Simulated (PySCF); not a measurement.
Ge(NH2)(SiH3), SMILES [Ge]([SiH3])[NH2] at its PBE0/def2-SVP optimised geometry (Å):

```
8

Ge    -1.0269    -0.8729     0.0000
N     -1.1394     0.9403     0.0000
H     -2.0403     1.4098    -0.0015
H     -0.3680     1.6014     0.0015
Si     1.4542    -0.8729     0.0000
H      1.9933    -1.5755    -1.2122
H      1.9974    -1.6014     1.1947
H      2.0403     0.5131     0.0136
```

Calculation: PBE0/def2-TZVP in PySCF.

Map of the HOMO−1 amplitude (bohr^(-3/2)) on the plane z = 1.2 Å; orbital energy -8.27 eV, overall sign arbitrary:

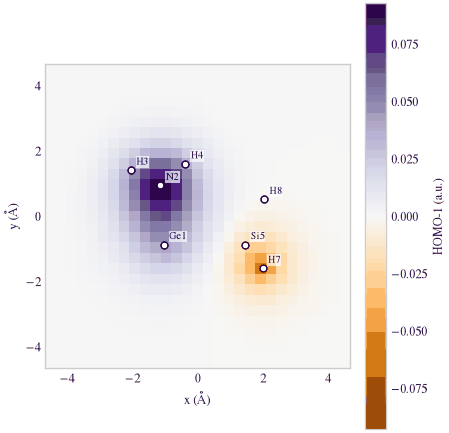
*HOMO−1 amplitude (bohr^(-3/2)) on the plane z = 1.2 Å.*
